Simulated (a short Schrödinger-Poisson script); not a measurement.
Structure: gated Al0.2Ga0.8N/GaN polarisation-induced gas, at 300 K.

| layer | material | thickness (nm) | Na (cm⁻³) |
|---|---|---|---|
| 1 | Al0.2Ga0.8N | 10 | - |
| 2 | GaN | 6000 | 9e14 |

Constants are typed, rounded textbook-type inputs, not results; the design itself was drawn at random and stands for no fabricated device. Al0.2Ga0.8N: permittivity 9.38, conduction-band edge (eV) 0.262, gap (eV) 3.804, electron mass (mₑ) 0.224, Nv at 300 K (cm⁻³) 4.6e19. GaN: permittivity 9.5, conduction-band edge (eV) 0, gap (eV) 3.43, Nv at 300 K (cm⁻³) 4.6e19.

Channel valleys (confinement mass, in-plane density-of-states mass, number): Γ 0.2, 0.2, 1. At the gate the conduction-band edge of layer 1 lies 1.1 eV − eVg above the Fermi level of the channel; the field vanishes at the back. Sheet of polarisation charge: +9.4e12 e/cm² at 10 nm from the gate. The barrier under the gate holds no holes. Gaps are held at their typed values at every temperature. Mesh 0.08 nm at interfaces.

Solved with a short Schrödinger-Poisson script written for these runs: 1D Poisson equation in equilibrium, electrons quantum, Hartree plus LDA exchange-correlation (BenDaniel-Duke, 40 states a valley, the channel's in-plane mass for all, wave functions free to enter the barrier), parabolic valleys, classical holes, full ionisation, no traps, pinning or gate leakage.

Only gate voltages with over 1e8 electrons/cm² are shown.

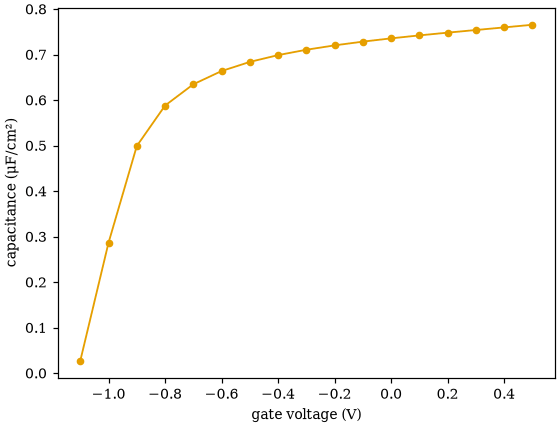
Figure. Quasi-static capacitance against gate voltage

```csv
Vg (V),electrons (cm⁻²),in the channel layer,C (μF/cm²),Γ E0 (meV),Γ E1 (meV)
0.5,6.46e12,5.86e12,0.765,-66.4,33.0
0.3,5.51e12,5.09e12,0.754,-55.2,37.3
0.1,4.58e12,4.30e12,0.742,-43.5,41.7
-0.1,3.66e12,3.49e12,0.728,-31.0,46.3
-0.3,2.76e12,2.66e12,0.711,-17.2,51.5
-0.5,1.89e12,1.84e12,0.684,-1.0,58.0
-0.7,1.06e12,1.05e12,0.635,20.3,68.1
-0.9,3.38e11,3.36e11,0.499,57.6,91.2
-1.1,3.71e9,3.70e9,0.0272,181.4,203.6
```

Subbands count from the Fermi level.
